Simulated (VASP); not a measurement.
Band structure of Hf$_{2}$NiS$_{4}$ (space group C2/m). These are PBEsol GGA, VASP's PBE PAW potentials (set 64) (plane waves; VASP) values and carry that method's errors.

Unless said otherwise, spin-orbit coupling is left out, though it shifts the bands of the heavy elements here.

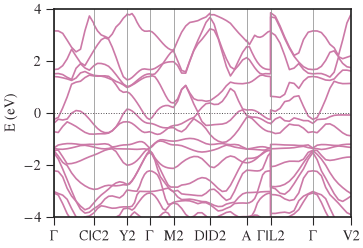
Figure: Bands along high-symmetry lines, zero at the valence-band maximum or, without a gap, the Fermi level

Problem. Read the plot: is there a gap, and where are the band edges?

Solution. It has no gap at this level: it comes out as a metal or semimetal. (Edges off the drawn lines would not show.)

The structure comes from a computed database's Hf2NiS4 entry (C2/m); how it stands against other phases isn't given here. It was relaxed first. The run is not spin-polarised, so no magnetic state was tried.
